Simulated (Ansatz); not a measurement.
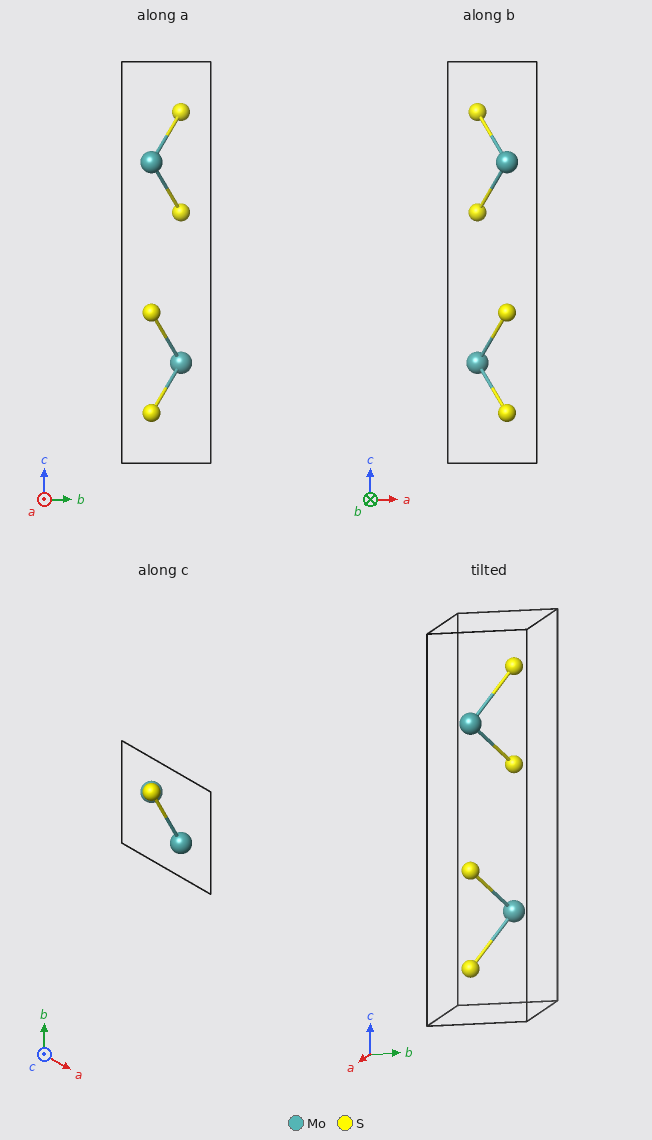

Structure drawing (ball-and-stick), viewed along the a axis, along the b axis, along the c axis and slightly off an axis. The edges of the conventional unit cell are marked.

Lattice parameters: a = 3.173 Å, b = 3.173 Å, c = 12.436 Å, α = 90.00°, β = 90.00°, γ = 120.00°.

Reconstruct the structure as a table of Wyckoff sites.

Space group P6_3/mmc (No. 194).
```
atom  site       x       y       z
  Mo    2c  0.3333  0.6667  0.2500
   S    4f  0.6667  0.3333  0.3751
```

The structure comes from a structure type filled with these elements by a generator (whether the compound takes this form wasn't checked). Earlier steps of the study may have refined or changed the cell and positions. It was run through Ansatz as a DFT input.
